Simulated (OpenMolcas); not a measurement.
# C5H11NO (pivalamide) at B3LYP/6-311G(d,p) (RICD fitting)

Aim: the vertical electron affinity of C5H11NO (pivalamide) at B3LYP/6-311G** (RICD fitting), from 2 runs. 

The calculation is run with OpenMolcas 26.06.

## Step 1: The system as given

C5H11NO: 18 atoms, total charge 0, spin state singlet. As SMILES, `CC(C)(C)C(N)=O`. The coordinates come from a GFN2-xTB relaxation. This is one conformer, not always the lowest.

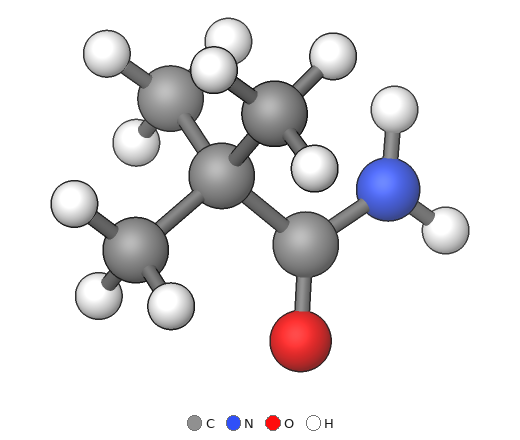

Viewed from a chosen angle; carbon grey, nitrogen blue, oxygen red, hydrogen white.

## Step 2: Energy and forces at B3LYP/6-311G(d,p) (RICD fitting)

The input, mol.xyz:

```xyz
18

C      0.919790     0.706550     0.997770
C      0.192160    -0.181940    -0.017220
C      1.214560    -1.027190    -0.777590
C     -0.804190    -1.103700     0.694640
C     -0.557880     0.696380    -1.028550
N     -1.493690     1.515980    -0.492520
O     -0.349170     0.674460    -2.220010
H      1.517080     0.088210     1.664890
H      1.584370     1.398640     0.485460
H      0.225080     1.283020     1.604980
H      0.713690    -1.645730    -1.517290
H      1.762740    -1.668350    -0.091260
H      1.917810    -0.385200    -1.301230
H     -1.351450    -1.700190    -0.031870
H     -0.269440    -1.779120     1.359490
H     -1.522340    -0.542930     1.289280
H     -1.683840     1.556190     0.491110
H     -2.015280     2.114910    -1.110060
```

The input, job.inp:

```
>>> EXPORT MOLCAS_PRINT=2
&GATEWAY
BASLIB = $CurrDir
COORD = mol.xyz
BASIS = 6-311Gss
GROUP = NoSym
RICD
&SEWARD
&SCF
KSDFT = B3LYP
PRORBITALS = 0
&ALASKA
```

The basis set 6-311G** is read from a file made from the Basis Set Exchange's data (not shown).

The run is started by

```sh
$ export MOLCAS_MEM=1860
$ pymolcas job.inp > job.log
```

Output (excerpt; [...] marks lines left out):

```text
--- Start Module: gateway ---
[...]
--- Stop Module: gateway /rc=_RC_ALL_IS_WELL_ ---
[...]
      Basis functions          192
[...]
--- Start Module: scf ---
[...]
       Convergence after  15 Iterations
[...]
::    Total KS-DFT energy                            -327.2512375208
[...]
      Total spin, S                                     0.0000000000
[...]
      Total electronic charge=   56.000000
      Total            charge=   -0.000000
[...]
      Dipole Moment (debye):
      Origin of the operator (angstrom)=   -0.1389    0.1959   -0.4067
                   X= -1.1770E+00               Y=  6.5595E-01               Z=  3.2342E+00           Total=  3.5036E+00
      Quadrupole Moment (debye*angstrom):
[...]
--- Stop Module: scf /rc=_RC_ALL_IS_WELL_ ---
[...]
--- Start Module: alaska ---
[...]
 *              Molecular gradients               *
 **************************************************
  Irreducible representation: a
 ------------------------------------------------------------------------------------------
                              X                       Y                       Z
 ------------------------------------------------------------------------------------------
  C1                2.35274321904289E-04    1.12492717721402E-04    3.28237505098805E-04
  C2               -3.28002267988858E-03    2.90289208420047E-03    1.16752636886708E-03
  C3                1.66268562322269E-03   -1.63783975868625E-03    1.48091056367550E-03
  C4               -1.48914777147180E-04   -1.55158113420484E-04    1.36790676940723E-04
  C5               -1.11959086221169E-03    1.82638745263197E-03   -5.02039147112932E-03
  N6                8.86718901805850E-03   -7.99424862166997E-03   -4.07796483009837E-03
  O7               -3.48208177184173E-03    1.27155969483650E-03    1.34920650149191E-02
  H8               -2.07304087047699E-03    1.17409234222965E-03   -2.81974801153773E-03
[...]
--- Stop Module: alaska /rc=_RC_ALL_IS_WELL_ ---
[...]
```

It took 81 s on 1 thread of Arm Neoverse V1, shared host; peak memory 0.51 GiB.

## Step 3: The doublet anion

mol.xyz is that of step 2.

The input, job.inp:

```
* C5H11NO Kohn-Sham DFT
&GATEWAY
BasLib=$CurrDir
Coord=mol.xyz
Basis=6-311Gss
Group=NoSym
RICD
&SEWARD
&SCF
UHF
Charge=-1
Spin=2
KSDFT=B3LYP
PrOrbitals=0
&ALASKA
```

The basis set 6-311G** is read from a file made from the Basis Set Exchange's data (not shown).

The run is started by

```sh
$ export MOLCAS_MEM=1860
$ pymolcas job.inp > job.log
```

Output (excerpt; [...] marks lines left out):

```text
--- Start Module: gateway ---
[...]
--- Stop Module: gateway /rc=_RC_ALL_IS_WELL_ ---
[...]
      Basis functions          192
[...]
--- Start Module: scf ---
[...]
       Convergence after  21 Iterations
[...]
::    Total KS-DFT energy                            -327.1707566873
[...]
      Total spin, S                                     0.5002865747
[...]
      Total electronic charge=   57.000000
      Total            charge=   -1.000000
[...]
      Dipole Moment (debye):
      Origin of the operator (angstrom)=   -0.1389    0.1959   -0.4067
                   X=  8.2819E-01               Y= -7.4531E-01               Z= -4.9856E-01           Total=  1.2206E+00
      Center of Charge (angstrom)
[...]
--- Stop Module: scf /rc=_RC_ALL_IS_WELL_ ---
[...]
--- Start Module: alaska ---
[...]
 *              Molecular gradients               *
 **************************************************
  Irreducible representation: a
 ------------------------------------------------------------------------------------------
                              X                       Y                       Z
 ------------------------------------------------------------------------------------------
  C1               -1.54824606653081E-03    2.15953785122247E-03    1.29042730262086E-03
  C2               -3.71687804943321E-03    3.62397193534503E-03   -6.35857793213512E-04
  C3                1.61526849390459E-03   -1.39876271503958E-03    8.19287171292649E-04
  C4               -2.37205191740486E-03    1.40465438698945E-03    9.25598967858043E-04
  C5                1.17746645548174E-02   -8.65320752897381E-03   -2.06476831941540E-02
  N6               -7.14121414145730E-03    4.50377179468298E-03    1.49946126562162E-02
  O7               -1.00709084135937E-02    5.29073109583855E-03    3.05477932696121E-02
  H8               -4.53407507171955E-03    5.04211701519952E-03   -5.34181430513492E-03
[...]
--- Stop Module: alaska /rc=_RC_ALL_IS_WELL_ ---
[...]
```

Run time: 3 min. Hardware: 1 thread of Arm Neoverse V1, shared host; peak memory 0.51 GiB.

## Step 4: Outcome

Level: B3LYP/6-311G** (RICD fitting).

```
                                         quantity          value
                    singlet C5H11NO: total energy  -327.25124 Eh
                   singlet C5H11NO: dipole moment         3.50 D
                     singlet C5H11NO: HOMO energy       -6.77 eV
                     singlet C5H11NO: LUMO energy        0.58 eV
                   singlet C5H11NO: HOMO–LUMO gap        7.35 eV
        singlet C5H11NO: largest force on an atom     0.720 eV/Å
                      doublet anion: total energy  -327.17076 Eh
doublet anion: HOMO energy (highest over α and β)        3.79 eV
 doublet anion: LUMO energy (lowest over α and β)        4.98 eV
                              doublet anion: ⟨S²⟩          0.751
          doublet anion: largest force on an atom     1.676 eV/Å
vertical electron affinity (to the doublet anion)      -2.190 eV
```

In words: The anion lies 2.19 eV (51 kcal/mol) above the neutral: the electron isn't bound at this level, and such a value depends on the basis. Without diffuse functions anions come out too high. The largest force (singlet C5H11NO) is 0.72 eV/Å: the shape isn't a stationary point for this species at this level. Mulliken charges (doublet anion) run from -0.40 on O7 to +0.42 on C5; they depend strongly on the basis. The HOMO (doublet anion) lies at positive energy, 3.79 eV; only total energies tell whether the electron is bound.
